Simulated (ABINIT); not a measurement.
# Diamond (Fd-3m, 2 atoms a cell): G0W0 in ABINIT against the screening cutoff in the self-energy, part 2 of 2

Wanted: the cheapest screening cutoff in the self-energy that holds the gap of Diamond (Fd-3m, 2 atoms a cell).

ABINIT 10.8.3; LDA and many-body steps on it, plane waves. Known limits of the many-body steps: not at the basis limit; coarse k mesh.

So far. Step 5 (2.8 Ha): The gap on the mesh goes from 4.16 eV to 5.38 eV, a correction of +1.22 eV. Step 6 (4 Ha): Against the run before, the gap moves by +0.035 eV.

## (7) 6 Ha

Level of this step: G0W0 on LDA, plane waves, norm-conserving pseudopotentials (ABINIT).

run.abi

```
acell 3*1.0 Angstrom
rprim 
  -0.000000000000 1.783370000000 1.783370000000
  1.783370000000 -0.000000000000 1.783370000000
  1.783370000000 1.783370000000 0.000000000000
ntypat 1
znucl 6
natom 2
typat 1 1
xred 
  -0.000000000000 0.000000000000 0.000000000000
  0.250000000000 0.250000000000 0.250000000000
pp_dirpath "pseudos"
pseudos "C.upf"
ecut 37
ngkpt 6 6 6
nshiftk 1
shiftk 0 0 0
kptopt 1
chksymbreak 0
istwfk *1
occopt 1
irdwfk 1
optdriver 4
nband 76
gwcalctyp 0
ecutsigx 37
symsigma 1
nkptgw 2
kptgw 
  0.0000000000 0.0000000000 0.0000000000
  0.3333333333 0.3333333333 0.0000000000
bdgw 
  2 7
  3 6
ecuteps 6
irdscr 1
ppmodel 1
indata_prefix "in"
outdata_prefix "out"
tmpdata_prefix "tmp"
```

Command:

```
$ OMP_NUM_THREADS=1 mpirun -n 4 abinit run.abi > log
```

Log:

```text
.Version 10.8.3 of ABINIT. v10.8.2 released Aug 2026.

 Symmetries : space group Fd -3 m (#227); Bravais cF (face-center cubic)
[... echo of the input left out ...]
== DATASET  1 ==================================================================
-   mpi_nproc: 4, omp_nthreads: 1 (-1 if OMP is not activated)

--- !DatasetInfo
iteration_state: {dtset: 1, }
dimensions: {natom: 2, nkpt: 16, mband: 76, nsppol: 1, nspinor: 1, nspden: 1, mpw: 869, }
cutoff_energies: {ecut:  37.0, pawecutdg:  -1.0, }
[...]
Band     E0 <VxcDFT>   SigX SigC(E0)      Z dSigC/dE  Sig(E)    E-E0       E
[...]
5  14.197 -14.412  -8.811  -4.751   0.840  -0.191 -13.698   0.714  14.911
        6  17.756 -13.422  -7.015  -5.480   0.841  -0.190 -12.643   0.779  18.535

== END DATASET(S) ==============================================================
================================================================================

 -outvars: echo values of variables after computation  --------
           etotal      0.0000000000E+00
            nband          76
             nkpt          16
          spgroup         227
 [... the other variables as echoed above ...]

 Calculation completed.
```

The job ended after 4.3 s (4 MPI ranks of Arm Neoverse N1, shared host; peak memory 0.47 GiB; 17 s of CPU time).

This step gave:

| Quantity | Value |
| --- | --- |
| G0W0 gap on the points computed | 5.611 eV |
| starting gap on the mesh | 4.162 eV |
| k of the valence top | 0, 0, 0 |
| k of the conduction bottom | 0.3333, 0.3333, 0 |
| least direct G0W0 gap on the computed points | 7.339 eV |

Against the run before, the gap moves by +0.192 eV.

## (8) 8 Ha

Edit run.abi of step 7 so:

```diff
@@ -35,3 +35,3 @@
   3 6
-ecuteps 6
+ecuteps 8
 irdscr 1
```

Log:

```text
.Version 10.8.3 of ABINIT. v10.8.2 released Aug 2026.

 Symmetries : space group Fd -3 m (#227); Bravais cF (face-center cubic)
[... echo of the input left out ...]
== DATASET  1 ==================================================================
-   mpi_nproc: 4, omp_nthreads: 1 (-1 if OMP is not activated)

--- !DatasetInfo
iteration_state: {dtset: 1, }
dimensions: {natom: 2, nkpt: 16, mband: 76, nsppol: 1, nspinor: 1, nspden: 1, mpw: 869, }
cutoff_energies: {ecut:  37.0, pawecutdg:  -1.0, }
[...]
Band     E0 <VxcDFT>   SigX SigC(E0)      Z dSigC/dE  Sig(E)    E-E0       E
[...]
5  14.197 -14.412  -8.811  -4.764   0.840  -0.191 -13.709   0.703  14.900
        6  17.756 -13.422  -7.015  -5.485   0.840  -0.190 -12.648   0.774  18.531

== END DATASET(S) ==============================================================
================================================================================

 -outvars: echo values of variables after computation  --------
           etotal      0.0000000000E+00
            nband          76
             nkpt          16
          spgroup         227
 [... the other variables as echoed above ...]

 Calculation completed.
```

The job ended after 4.6 s (4 MPI ranks; peak memory 0.47 GiB; 18 s of CPU time).

Numbers from this step:

```
G0W0 gap on the points computed              : 5.616 eV
starting gap on the mesh                     : 4.162 eV
k of the valence top                         : 0, 0, 0
k of the conduction bottom                   : 0.3333, 0.3333, 0
least direct G0W0 gap on the computed points : 7.340 eV
```

Against the run before, the gap moves by +0.005 eV.

## (9) Side by side

Times are wall times on 4 MPI ranks of Arm Neoverse N1, shared host, good to a factor of about two. A run's time includes the screening step that it read.

| run | mesh | bands | screening cutoff (eV) | DFT gap (eV) | gap on the mesh (eV) | direct (eV) | ε∞ used | time |
| --- | --- | --- | --- | --- | --- | --- | --- | --- |
| 0.8 Ha | 6×6×6 | 76 | 21.8 | 4.162 | 5.875 | 7.896 | 5.80 | 21 s |
| 1.6 Ha | 6×6×6 | 76 | 43.5 | 4.162 | 5.329 | 7.284 | 5.80 | 21 s |
| 2.8 Ha | 6×6×6 | 76 | 76.2 | 4.162 | 5.384 | 7.204 | 5.80 | 21 s |
| 4 Ha | 6×6×6 | 76 | 108.8 | 4.162 | 5.419 | 7.190 | 5.80 | 22 s |
| 6 Ha | 6×6×6 | 76 | 163.3 | 4.162 | 5.611 | 7.339 | 5.80 | 23 s |
| 8 Ha | 6×6×6 | 76 | 217.7 | 4.162 | 5.616 | 7.340 | 5.80 | 23 s |

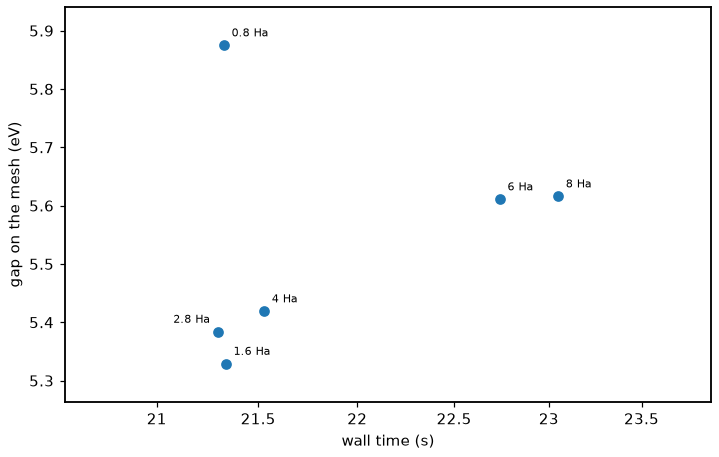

Result against wall time.

## (10) Summary of results

| Item | Value |
| --- | --- |
| 0.8 Ha | 5.875 eV |
| 1.6 Ha | 5.329 eV |
| 2.8 Ha | 5.384 eV |
| 4 Ha | 5.419 eV |
| 6 Ha | 5.611 eV |
| 8 Ha | 5.616 eV |
| known limits | not at the basis limit; coarse k mesh |

**Reading.** The setting moved: screening cutoff in the self-energy. From 0.8 Ha to 8 Ha the gap moves by −0.26 eV, not steadily: it passes through 5.33 eV. It holds to 0.03 eV from 6 Ha on. Bands and screening cutoff are coupled, so a series along one setting does not show full convergence. Bands and cutoff are finite, so the gap is not at the basis limit. The miss can reach some tenths of an eV and take either sign; the mesh is an error of its own. In the G0W0 runs levels were corrected at 2 k points alone, so a gap called «on the mesh» is the least over those, and an edge elsewhere would be missed. The 6×6×6 mesh is coarse for this cell, which bears on the long-range parts of exchange and screening.

[Paths, hosts, dates, memory and timing lines, banners, echoed tables and standing remarks are left out of the program output.]

[Logs are printed without paths, hosts, clocks, repeated set-up lines and the standing remarks that a program may print on its own settings, such as how far it seeks lower states.]

[Runs of the session that timed out or met a known fault of the program may be left out.]

[Hosts, paths, dates, database ids (printed as entryN), source tags and the programs' standing remarks are cut or masked in the printed files.]

[G0W0 gaps are taken among the corrected bands and points alone; a level outside them can change the order at an edge.]

[Where Ansatz stands beside ABINIT at settings called matched, ABINIT's density can come from a denser mesh and the files from another edition; pairs whose starting gaps differed by over 0.03 eV were left out, so agreement reads better than it is.]
